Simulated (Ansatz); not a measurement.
**C$_{2}$H$_{5}$FIn (doublet): density, localisation and related maps**

```xyz
9

C     0.2965    0.9047    0.1003
C    -0.7683   -0.0584   -0.3615
In   -0.3119   -2.1202    0.5220
F     1.6784   -2.1954    0.5545
H     0.1799    1.8711   -0.4064
H     1.3014    0.5371   -0.1151
H     0.2380    1.0981    1.1738
H    -1.7825    0.1898   -0.0530
H    -0.7430   -0.2731   -1.4316
```

Geometry: PBE0-D4/def2-TZVP; core potentials replace the inner electrons of In.

Method: UKS PBE0-D4/def2-TZVPP (Ansatz 0.2.0).

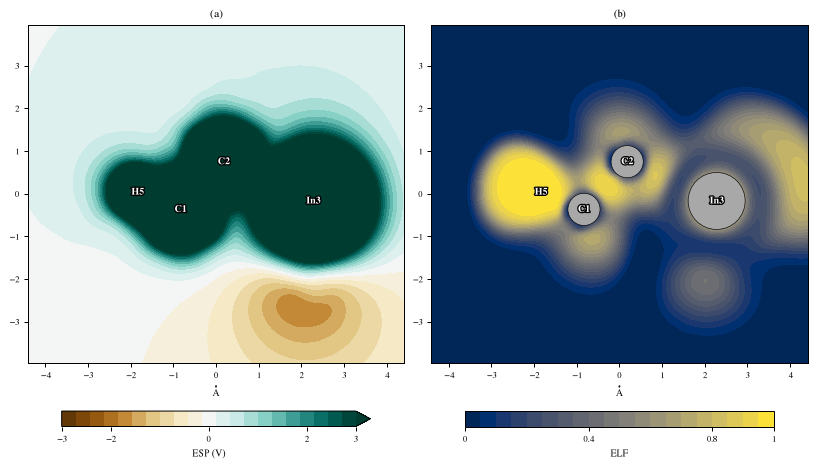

Figure 1. (a) molecular electrostatic potential; (b) electron localisation function on the plane of atoms C1, C2 and In3. Grey discs cover the atomic cores in the ELF map.

Describe what can be read from this map.

Answer.
- Atoms in the plane: C, In and H.
- C–C (1.51 Å): the ELF peaks at about 0.95 between the atoms: a shared electron pair.
- C–In (2.29 Å): the ELF peaks at about 0.85 in the valence shell of C, 0.7 Å from its nucleus, and drops to about 0.20 between the two atoms.
- C–H (1.10 Å): the ELF climbs to about 1 towards the hydrogen, as it does in any bond to H (a covalent bond by its length).
- Outside the dense part of the molecule the potential is most negative (−1.8 V) near F4, which lies off the plane.

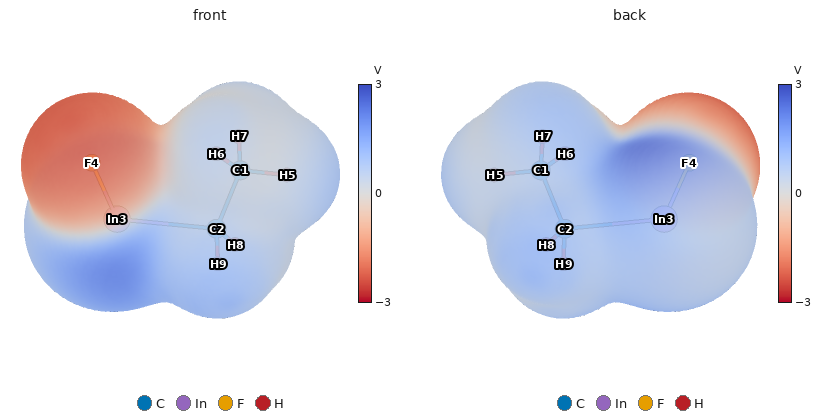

Figure 2. The molecular electrostatic potential painted on the density surface at 0.002 e/bohr³, seen from the front and from behind; the colour scale runs from red (negative) to blue (positive).

Which sites attract a positive test charge, and which a negative one?

Answer. A positive charge is drawn to the negative regions and a negative charge to the positive ones. The most negative region (about −2.2 V, or −51 kcal/mol for a unit charge) lies over F4, the most positive (about +2.1 V, or +48 kcal/mol for a unit charge) over In3.

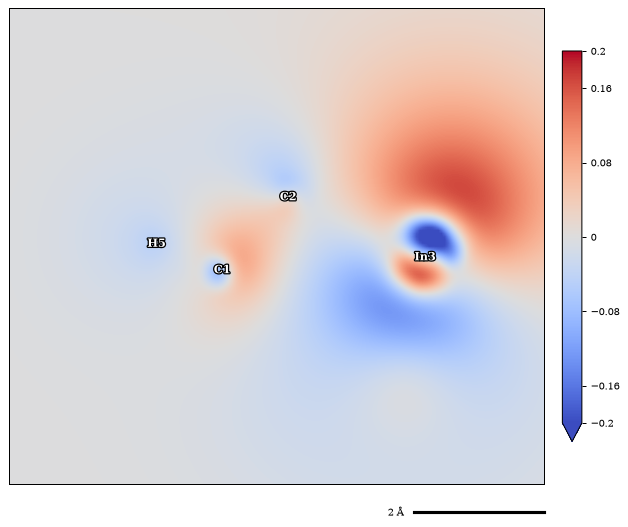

Figure 3. One frontier orbital on the plane of atoms C1, C2 and In3 (values in Å⁻³ᐟ²; the overall sign is arbitrary).

Which orbital is it: HOMO (α) or LUMO (α)?

Answer. The LUMO (α), at −1.48 eV. By Hirshfeld shares it lies mainly on In3 (about 85 %).

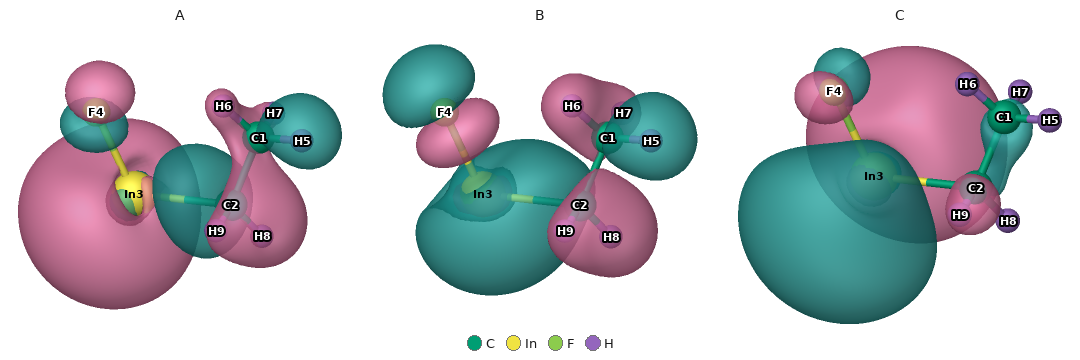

Figure 4. Three frontier orbitals at ±0.06 Å⁻³ᐟ² (teal and pink are the two phases), in no order.

Which picture is the HOMO−1, the HOMO and the LUMO? All are α orbitals.

Answer. B is the HOMO−1 (α) (−8.47 eV). By Hirshfeld shares it lies mainly on In3 (about 30 %), F4 (about 25 %), C2 (about 20 %) and C1 (about 5 %). A is the HOMO (α) (−5.95 eV). It lies mainly on In3 (about 60 %), C2 (about 20 %) and F4 (about 5 %). C is the LUMO (α) (−1.48 eV). It lies mainly on In3 (about 85 %).

What is the gap between the highest occupied and lowest empty α orbitals?

Answer. 4.47 eV between the orbital energies.
